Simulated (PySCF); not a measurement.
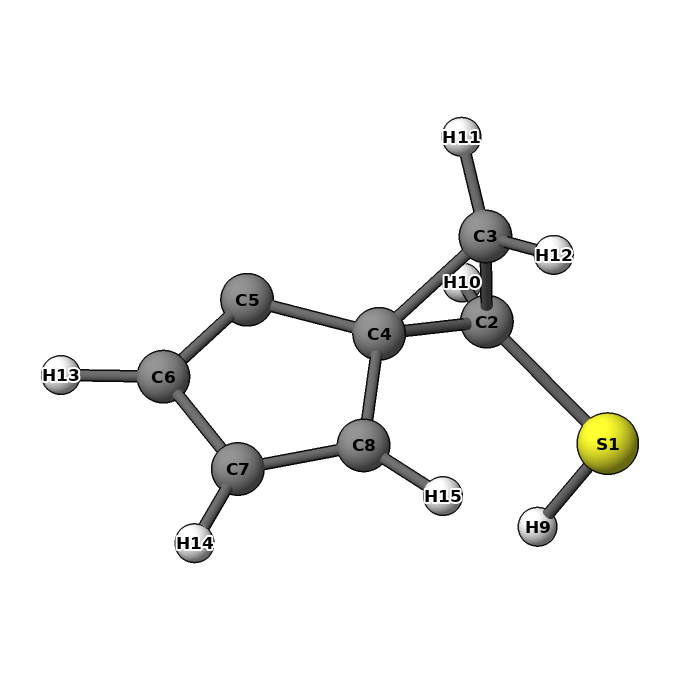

The questions are on Mulliken spin populations. State: neutral, doublet. The geometry was computed by an optimisation with GFN2-xTB. No frequency run is at hand to confirm it as a minimum. Level of theory: UKS B3LYP, pcH-1 on C H S, non-relativistic (PySCF 2.14.0).

Give the Mulliken spin populations atom by atom.

```csv
atom,value (e)
S1,0.00
C2,0.00
C3,0.00
C4,−0.02
C5,1.04
C6,−0.12
C7,0.09
C8,−0.03
H9,0.00
H10,0.00
H11,0.00
H12,0.00
H13,0.01
H14,0.01
H15,0.01
```

Mulliken values depend strongly on the basis set.
